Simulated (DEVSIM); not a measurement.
System: GaP/Si n-p heterojunction, at 350 K.

```
layer (left to right)  material  thickness (μm)  Nd (cm⁻³)  Na (cm⁻³)  τn (s)  τp (s)
---------------------  --------  --------------  ---------  ---------  ------  ------
1                           GaP           0.340     2.2e17          -  1.3e-7  1.3e-7
2                            Si            4.30          -     3.1e16  1.3e-7  1.3e-7
```

Left contact: ohmic. Right contact: ohmic. Voltage is applied to the left contact. Recombination: SRH at mid-gap, radiative, Auger. Mobility is constant in doping.

This is a model device: material constants are rounded textbook-type values typed into the input, and sizes, dopings and lifetimes were drawn at random. Values at 300 K; Nc and Nv go as T^1.5, mobilities as T to minus their exponent, the gap by Varshni's rule with the affinity fixed.

| parameter | GaP | Si |
|---|---|---|
| gap (eV) | 2.26 | 1.124 |
| affinity (eV) | 3.8 | 4.05 |
| permittivity | 11.1 | 11.7 |
| Nc (cm⁻³) | 1.8e19 | 2.86e19 |
| Nv (cm⁻³) | 1.9e19 | 3.1e19 |
| μn (cm²/Vs) | 250 | 1417 |
| μp (cm²/Vs) | 150 | 470 |
| T exponent of μn | 1.6 | 2.3 |
| T exponent of μp | 1.98 | 2.2 |
| B (cm³/s) | 1e-13 | 4.7e-15 |
| Cn (cm⁶/s) | 1e-30 | 2.8e-31 |
| Cp (cm⁶/s) | 1e-30 | 9.9e-32 |
| Varshni α (eV/K) | 0.00058 | 0.000473 |
| Varshni β (K) | 372 | 636 |

DEVSIM, 1D drift-diffusion, Boltzmann statistics, complete ionisation; no tunnelling, impact ionisation, image-force lowering or self-heating. Band offsets follow the typed affinities; no thermionic-emission limit at abrupt steps, no polarisation charge.

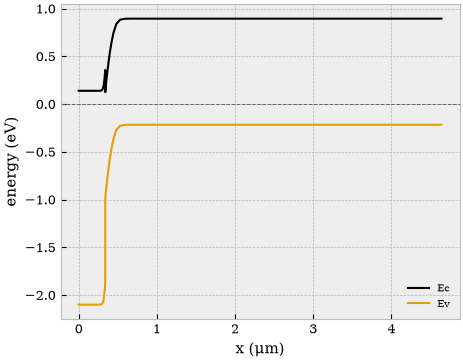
Band edges at zero bias

Energies count from the Fermi level of the right contact; mesh points crowd at the junctions.

```
x (μm)    Ec (eV)  Ev (eV)  n (cm⁻³)  p (cm⁻³)  field (V/cm)
--------  -------  -------  --------  --------  ------------
0.000       0.140   -2.099    2.2e17     < 1e2           ≈ 0
0.006425    0.140   -2.099    2.2e17     < 1e2           ≈ 0
0.02120     0.140   -2.099    2.2e17     < 1e2           ≈ 0
0.05516     0.140   -2.099    2.2e17     < 1e2           ≈ 0
0.1700      0.140   -2.099    2.2e17     < 1e2           ≈ 0
0.2688      0.140   -2.099    2.2e17     < 1e2           370
0.3119      0.171   -2.069    8.0e16     < 1e2         29000
0.3340      0.307   -1.932    8.5e14     < 1e2         99000
0.3402      0.125   -0.985    5.7e17    250000        110000
0.3470      0.189   -0.922    6.9e16   2100000         84000
0.3629      0.313   -0.798    1.1e15     1.3e8         73000
0.4184      0.643   -0.468    2.0e10    7.2e12         46000
0.5310      0.886   -0.225   6400000    2.2e16          3800
0.7958      0.895   -0.215   4600000    3.1e16           ≈ 0
1.776       0.895   -0.215   4600000    3.1e16           ≈ 0
3.268       0.895   -0.215   4600000    3.1e16           ≈ 0
4.059       0.895   -0.215   4600000    3.1e16           ≈ 0
4.396       0.895   -0.215   4600000    3.1e16           ≈ 0
4.562       0.895   -0.215   4600000    3.1e16           ≈ 0
4.610       0.895   -0.215   4600000    3.1e16           ≈ 0
4.630       0.895   -0.215   4600000    3.1e16           ≈ 0
4.640       0.895   -0.215   4600000    3.1e16           ≈ 0
```
